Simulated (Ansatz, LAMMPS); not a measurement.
## An extra electron or hole in Ga2O3 with crystalline order left by the classical run (95 atoms)

Does an extra electron or hole in Ga2O3 with crystalline order left by the classical run (95 atoms) stay spread out, or do the atoms trap it?

Main program and level: Ansatz 0.2.0; Kohn-Sham DFT, PBE, PAW (set soft_2), plane waves.

## 1. The starting structure

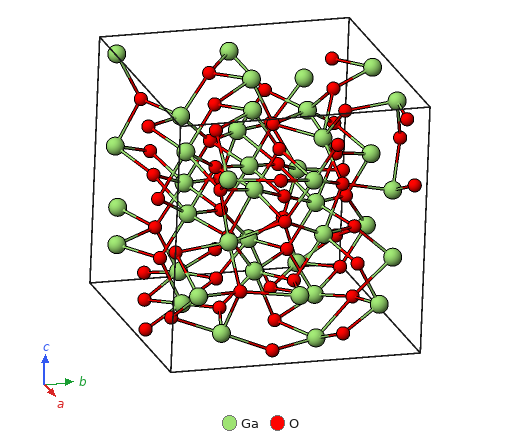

The starting structure, seen slightly off an axis (gallium green, oxygen red). Some periodic images of atoms are drawn too.

The cell holds 95 atoms: 38 Ga and 57 O. Cell: a = 9.848 Å, b = 9.848 Å, c = 9.848 Å, α = 90.0°, β = 90.0°, γ = 90.0°. 95 atoms (38 Fe, 57 O) placed at random at 5.32 g/cm³, melted at 5000 K for 10 ps at fixed volume with the Morse and Coulomb pair potential with partial charges (Pedone, Malavasi, Menziani, Cormack and Segre, J. Phys. Chem. B 110, 11780 (2006)). Quenched from 5000 K to 300 K at 50 K/ps and fixed volume, held 5 ps, then minimised at fixed cell. Then Fe was replaced by Ga and the cell scaled by 1.003 (the potential has no terms for the new elements, so the cell is a start for a DFT relaxation).

What the set-up can't give: The quench rate of 50 K/ps is orders of magnitude faster than experiment, which tends to freeze in extra defects. The starting topology of bonds comes from the classical model, and needn't be the one that DFT or experiment would give. Sampling is at Γ alone, for a cell whose shortest periodic width is 10 Å.

## 2. Single point at the start

A single point comes first, to see the forces before anything moves.

input.yaml

```yaml
crystal:
  lattice:
    - [9.84786, 0.0, 0.0]
    - [0.0, 9.84786, 0.0]
    - [0.0, 0.0, 9.84786]
  atoms:
    - { symbol: Ga, position: [0.97527, 0.51486, 0.26278] }
    - { symbol: Ga, position: [0.5999, 0.71004, 0.75221] }
    - { symbol: Ga, position: [0.10124, 0.03698, 0.96517] }
    - { symbol: Ga, position: [0.28893, 0.24033, 0.76435] }
    - { symbol: Ga, position: [0.50174, 0.20134, 0.08245] }
    - { symbol: Ga, position: [0.69776, 0.38974, 0.92454] }
    - { symbol: Ga, position: [0.9974, 0.10031, 0.29866] }
    - { symbol: Ga, position: [0.85998, 0.24489, 0.08843] }
    - { symbol: Ga, position: [0.29952, 0.52909, 0.24726] }
    - { symbol: Ga, position: [0.12075, 0.52698, 0.62152] }
    - { symbol: Ga, position: [0.65884, 0.98953, 0.26634] }
    - { symbol: Ga, position: [0.39115, 0.97667, 0.59078] }
    - { symbol: Ga, position: [0.605, 0.45374, 0.23248] }
    - { symbol: Ga, position: [0.92052, 0.85402, 0.18068] }
    - { symbol: Ga, position: [0.74351, 0.95038, 0.57299] }
    - { symbol: Ga, position: [0.20987, 0.2832, 0.10027] }
    - { symbol: Ga, position: [0.18161, 0.30107, 0.44839] }
    - { symbol: Ga, position: [0.40245, 0.96555, 0.94709] }
    - { symbol: Ga, position: [0.40608, 0.47901, 0.93877] }
    - { symbol: Ga, position: [0.10373, 0.04502, 0.59048] }
    - { symbol: Ga, position: [0.19498, 0.76186, 0.0931] }
    - { symbol: Ga, position: [0.06679, 0.49988, 0.92701] }
    - { symbol: Ga, position: [0.46035, 0.73858, 0.43606] }
    - { symbol: Ga, position: [0.12358, 0.77407, 0.44716] }
    - { symbol: Ga, position: [0.47521, 0.22082, 0.43671] }
    - { symbol: Ga, position: [0.86788, 0.58937, 0.68677] }
    - { symbol: Ga, position: [0.80997, 0.64272, 0.02049] }
    - { symbol: Ga, position: [0.93091, 0.22309, 0.74007] }
    - { symbol: Ga, position: [0.66184, 0.42092, 0.5875] }
    - { symbol: Ga, position: [0.31494, 0.74026, 0.75832] }
    - { symbol: Ga, position: [0.82911, 0.27076, 0.44658] }
    - { symbol: Ga, position: [0.59223, 0.16379, 0.73539] }
    - { symbol: Ga, position: [0.75638, 0.67482, 0.41942] }
    - { symbol: Ga, position: [0.39886, 0.48591, 0.58318] }
    - { symbol: Ga, position: [0.74413, 0.95342, 0.93538] }
    - { symbol: Ga, position: [0.01632, 0.82281, 0.7743] }
    - { symbol: Ga, position: [0.51891, 0.72824, 0.08464] }
    - { symbol: Ga, position: [0.2906, 0.00342, 0.26116] }
    - { symbol: O, position: [0.02382, 0.6924, 0.6034] }
    - { symbol: O, position: [0.67716, 0.99429, 0.75826] }
    - { symbol: O, position: [0.47327, 0.80788, 0.63588] }
    - { symbol: O, position: [0.28748, 0.14098, 0.53308] }
    - { symbol: O, position: [0.40442, 0.36944, 0.13611] }
    - { symbol: O, position: [0.49796, 0.31669, 0.62708] }
    - { symbol: O, position: [0.44499, 0.56039, 0.76398] }
    - { symbol: O, position: [0.34879, 0.89705, 0.41156] }
    - { symbol: O, position: [0.52174, 0.29622, 0.8924] }
    - { symbol: O, position: [0.82984, 0.49272, 0.51178] }
    - { symbol: O, position: [0.18968, 0.18867, 0.28047] }
    - { symbol: O, position: [0.08587, 0.96983, 0.41359] }
    - { symbol: O, position: [0.77558, 0.55629, 0.24889] }
    - { symbol: O, position: [0.93911, 0.65653, 0.85138] }
    - { symbol: O, position: [0.04135, 0.20207, 0.04061] }
    - { symbol: O, position: [0.13008, 0.45371, 0.14877] }
    - { symbol: O, position: [0.60053, 0.5448, 0.02443] }
    - { symbol: O, position: [0.18448, 0.61024, 0.80337] }
    - { symbol: O, position: [0.40112, 0.07415, 0.77609] }
    - { symbol: O, position: [0.458, 0.7924, 0.89414] }
    - { symbol: O, position: [0.70888, 0.49958, 0.76303] }
    - { symbol: O, position: [0.35975, 0.39268, 0.39696] }
    - { symbol: O, position: [0.48512, 0.11304, 0.26863] }
    - { symbol: O, position: [0.11461, 0.13638, 0.779] }
    - { symbol: O, position: [0.87626, 0.44679, 0.00964] }
    - { symbol: O, position: [0.20123, 0.86938, 0.91686] }
    - { symbol: O, position: [0.79946, 0.2107, 0.89328] }
    - { symbol: O, position: [0.99311, 0.68908, 0.10184] }
    - { symbol: O, position: [0.63879, 0.33182, 0.39424] }
    - { symbol: O, position: [0.28901, 0.63944, 0.53762] }
    - { symbol: O, position: [0.63584, 0.8384, 0.39539] }
    - { symbol: O, position: [0.7548, 0.74368, 0.61911] }
    - { symbol: O, position: [0.84408, 0.04577, 0.16245] }
    - { symbol: O, position: [0.09229, 0.475, 0.42151] }
    - { symbol: O, position: [0.92139, 0.76059, 0.35375] }
    - { symbol: O, position: [0.2064, 0.88662, 0.6552] }
    - { symbol: O, position: [0.24239, 0.36355, 0.91338] }
    - { symbol: O, position: [0.19955, 0.69724, 0.28292] }
    - { symbol: O, position: [0.56705, 0.57527, 0.5132] }
    - { symbol: O, position: [0.58275, 0.03335, 0.02023] }
    [... 11 atom lines left out ...]
    - { symbol: O, position: [0.23947, 0.37839, 0.63518] }
    - { symbol: O, position: [0.711, 0.75791, 0.89897] }
    - { symbol: O, position: [0.48524, 0.6222, 0.26538] }
    - { symbol: O, position: [0.9203, 0.2936, 0.2762] }
    - { symbol: O, position: [0.30786, 0.11756, 0.03471] }
    - { symbol: O, position: [0.93378, 0.97339, 0.65944] }
kpoints:
  mp_grid: { grid: [1, 1, 1] }
hamiltonian:
  xc: pbe
scf:
  occupations: { method: fixed }
output:
  forces: true
```

The run is started by

```bash
> ansatz run input.yaml --threads 4 --pin off --max-ram 8192MiB --backend cpu --events-out ev --progress --plain --runs-dir out
```

Numbers of over 12 decimals in the logs are rounded to 6 here.

The program printed:

```text
[...]
Pseudopotentials: kind: paw
Pseudopotential: Ga, paw, valence charge 13, recommended cutoff 420 eV (normal), Ga.paw.azcp
Pseudopotential: O, paw, valence charge 6, recommended cutoff 420 eV (normal), O.paw.azcp
[...]
Crystal: 95 atoms, lattice volume = 955.049 Å³
Basis set: ecut = 420 eV, 18805 PW (Γ), exchange–correlation on 144×144×144 points (8 copies of the dense FFT grid, shifted against one another)
Bands: 513, of which v1, the nominal top of the filled ones, is band 418 counted from 1 (417 counted from 0)
Symmetry: 1 space group operations
Space group: P1 (ITA 1), of the structure as read, at distance tolerance 9.8e-5 Å
k-points: 1
[...]
Initial density: superposition of atomic densities (neutral atoms: chi_scale 0, normalization atom), corrected by the library's trained network
Initial wavefunctions: pseudopotential atomic-orbital guess
[...]
SCF iter   1: F=—  HF=-176105.942633 eV  |F-HF|=—  |Δ(HF+E_count)|=         —  Δρ=3.38e-3  dr2=1.67e-1  ethr=1.77e-3  ⟨swp⟩=4.0  Hψ=1374  notcnv=0  defer=89
preconditioner: auto → Resta (q_TF=auto, 2.668 Å⁻¹)  ε∞=5.1  [insulator: Δε(μ)=0.771 eV  Ē_g=17.260 eV  n_scr=304 (ndim 8)  ℏωp=34.7 eV  f_vac=0.005  ε∞_Penn≈5.1]
[...]
SCF iter   8: F=—  HF=-176105.906534 eV  |F-HF|=—  |Δ(HF+E_count)|=   1.12e-6  Δρ=7.72e-6  dr2=4.97e-7  ethr=2.54e-10  ⟨swp⟩=2.0  Hψ=843  notcnv=0  defer=86
SCF iter   9: F=-176105.906534 eV  HF=-176105.906534 eV  |F-HF|=2.17e-8  |Δ(HF+E_count)|=   7.15e-8  Δρ=3.02e-6  dr2=8.07e-8  ethr=1.20e-11  ⟨swp⟩=2.0  Hψ=1707  notcnv=0
SCF 1 converged in 9 iterations: F = -176105.906534 eV  dr2 = 8.07e-8
[...]
SCF converged after 9 iterations
Free energy (F): -176105.906534 eV
Harris-Foulkes:  -176105.906534 eV  (|F-HF|=2.17e-8)
Internal energy: -176105.906534 eV  (E = F + TS)
E sigma→0 (E₀):  -176105.906534 eV
Fermi energy:    9.556697 eV
--- Per-component energies (eV) ---
[...]
Σ components = -176105.906534   (vs F -176105.906534, Δ=0.00e0)
--- Forces (eV/Å), atoms counted from 1 ---
  atom   1  Ga     0.22989762    -0.26427955     0.44256090
  atom   2  Ga    -0.11974564    -0.45268352    -0.17309424
  atom   3  Ga    -0.39339170    -0.33064076     0.15814134
  atom   4  Ga    -0.84483129    -0.39865739    -0.06288118
[...]
atom  95  O     -0.05563267    -0.39390682     0.15711180
  max |Σ_I F_I| component: 1.44e-5 eV/Å
```

Elapsed: 7.2 s, on 4 threads of Intel Xeon Gold 6455B (Sapphire Rapids), shared host; peak memory 1.6 GiB; 24 s of CPU time.

The r.m.s. force at the start is 0.33 eV/Å.

## 3. Relaxation

With the cell held, the atoms are moved downhill towards a nearby minimum.

input.yaml

```yaml
crystal:
  lattice:
    - [9.84786, 0.0, 0.0]
    - [0.0, 9.84786, 0.0]
    - [0.0, 0.0, 9.84786]
  atoms:
    [... the 95 atom lines of step 2 ...]
kpoints:
  mp_grid: { grid: [1, 1, 1] }
hamiltonian:
  xc: pbe
scf:
  occupations: { method: fixed }
output:
  forces: true
relax:
  f_tol: 0.05
  max_steps: 120
```

The program printed:

```text
[...]
Crystal: 95 atoms, lattice volume = 955.049 Å³
Basis set: ecut = 420 eV, 18805 PW (Γ), exchange–correlation on 144×144×144 points (8 copies of the dense FFT grid, shifted against one another)
Bands: 513, of which v1, the nominal top of the filled ones, is band 418 counted from 1 (417 counted from 0)
Symmetry: 1 space group operations
[...]
k-points: 1
[...]
SCF iter   1: F=—  HF=-176105.942635 eV  |F-HF|=—  |Δ(HF+E_count)|=         —  Δρ=3.38e-3  dr2=1.67e-1  ethr=1.77e-3  ⟨swp⟩=4.0  Hψ=1374  notcnv=0  defer=89
[...]
SCF iter   5: F=—  HF=-176105.906530 eV  |F-HF|=—  |Δ(HF+E_count)|=   1.85e-5  Δρ=1.40e-4  dr2=1.51e-4  ethr=6.98e-8  ⟨swp⟩=2.0  Hψ=838  notcnv=0  defer=93
SCF iter   6: F=-176105.906519 eV  HF=-176105.906535 eV  |F-HF|=1.60e-5  |Δ(HF+E_count)|=   5.45e-6  Δρ=5.57e-5  dr2=2.67e-5  ethr=7.48e-9  ⟨swp⟩=2.0  Hψ=1656  notcnv=0
SCF 1 converged in 6 iterations: F = -176105.906519 eV  dr2 = 2.67e-5
[...]
relax step   1: F+E_penalty+E_count = -176105.90651944 eV  Δ(F+E_penalty+E_count) = +0.000e0 eV  max|allowed force component| = 1.468e0 eV/Å  Δτ_max = 0.0000 Å  (6 SCF iters, dr2 threshold 6.25e-5 eV, accepted)
[...]
relax step   2: F+E_penalty+E_count = -176107.05555695 eV  Δ(F+E_penalty+E_count) = -1.149e0 eV  max|allowed force component| = 8.060e-1 eV/Å  Δτ_max = 0.0898 Å  (7 SCF iters, dr2 threshold 1.00e-4 eV, accepted)
[...]
relax step   3: F+E_penalty+E_count = -176108.96141682 eV  Δ(F+E_penalty+E_count) = -1.906e0 eV  max|allowed force component| = 4.790e-1 eV/Å  Δτ_max = 0.2000 Å  (8 SCF iters, dr2 threshold 4.06e-5 eV, accepted)
relax step   4: F+E_penalty+E_count = -176110.13009240 eV  Δ(F+E_penalty+E_count) = -1.169e0 eV  max|allowed force component| = 4.078e-1 eV/Å  Δτ_max = 0.2000 Å  (8 SCF iters, dr2 threshold 6.92e-5 eV, accepted)
relax step   5: F+E_penalty+E_count = -176110.80596042 eV  Δ(F+E_penalty+E_count) = -6.759e-1 eV  max|allowed force component| = 3.095e-1 eV/Å  Δτ_max = 0.2000 Å  (7 SCF iters, dr2 threshold 5.87e-5 eV, accepted)
relax step   6: F+E_penalty+E_count = -176111.19102327 eV  Δ(F+E_penalty+E_count) = -3.851e-1 eV  max|allowed force component| = 2.145e-1 eV/Å  Δτ_max = 0.2000 Å  (7 SCF iters, dr2 threshold 5.52e-5 eV, accepted)
relax step   7: F+E_penalty+E_count = -176111.43701361 eV  Δ(F+E_penalty+E_count) = -2.460e-1 eV  max|allowed force component| = 9.751e-2 eV/Å  Δτ_max = 0.2000 Å  (8 SCF iters, dr2 threshold 2.21e-5 eV, accepted)
relax step   8: F+E_penalty+E_count = -176111.53340592 eV  Δ(F+E_penalty+E_count) = -9.639e-2 eV  max|allowed force component| = 1.241e-1 eV/Å  Δτ_max = 0.2000 Å  (10 SCF iters, accepted)
relax step   9: F+E_penalty+E_count = -176111.39874907 eV  Δ(F+E_penalty+E_count) = +1.347e-1 eV  max|allowed force component| = 1.138e0 eV/Å  Δτ_max = 0.1950 Å  (8 SCF iters, dr2 threshold 3.18e-6 eV, rejected (line search))
relax step  10: F+E_penalty+E_count = -176111.56489588 eV  Δ(F+E_penalty+E_count) = -3.149e-2 eV  max|allowed force component| = 7.733e-2 eV/Å  Δτ_max = 0.0909 Å  (10 SCF iters, accepted)
[...]
relax step  11: F+E_penalty+E_count = -176111.56644178 eV  Δ(F+E_penalty+E_count) = -1.546e-3 eV  max|allowed force component| = 3.221e-2 eV/Å  Δτ_max = 0.0198 Å  (8 SCF iters, accepted)
SCF converged after 8 iterations
Free energy (F): -176111.566442 eV
[...]
Internal energy: -176111.566442 eV  (E = F + TS)
E sigma→0 (E₀):  -176111.566442 eV
Fermi energy:    9.256617 eV
[...]
Σ components = -176111.566442   (vs F -176111.566442, Δ=0.00e0)
--- Forces (eV/Å), atoms counted from 1 ---
  atom   1  Ga     0.00683087    -0.00222638    -0.00005169
  atom   2  Ga    -0.00965438     0.01481118     0.01080085
  atom   3  Ga    -0.00872309     0.00177207     0.00764380
  atom   4  Ga     0.00655701    -0.00699855    -0.00952880
[...]
atom  95  O     -0.00009747    -0.00427013    -0.00763217
  max |Σ_I F_I| component: 8.74e-5 eV/Å
--- Relaxed structure (11 steps of the walk, 10 accepted, 0 SCFs on fresh bases) ---
  F+E_penalty+E_count = -176111.56644178 eV   max|allowed force component| = 3.221e-2 eV/Å
  atoms:
    - { symbol: Ga, position: [0.970863, 0.462431, 0.286088] }
    - { symbol: Ga, position: [0.612922, 0.677480, 0.720361] }
    - { symbol: Ga, position: [0.049468, 0.030261, 0.957822] }
    - { symbol: Ga, position: [0.252141, 0.234568, 0.765565] }
[...]
- { symbol: O, position: [0.955876, 0.943841, 0.691001] }
```

Wall time 63 s (4 threads); peak memory 1.6 GiB; 3.9 min of CPU time.

The relaxation converged after 11 steps, 5.66 eV below its start, with a largest force component of 0.032 eV/Å.

(Continued in part 2 of 4.)

[Logs are printed without paths, hosts, clocks, repeated set-up lines and the standing remarks that a program may print on its own settings, such as how far it seeks lower states.]

[Hosts, paths, dates, database ids (printed as entryN), source tags and the programs' standing remarks are cut or masked in the printed files.]
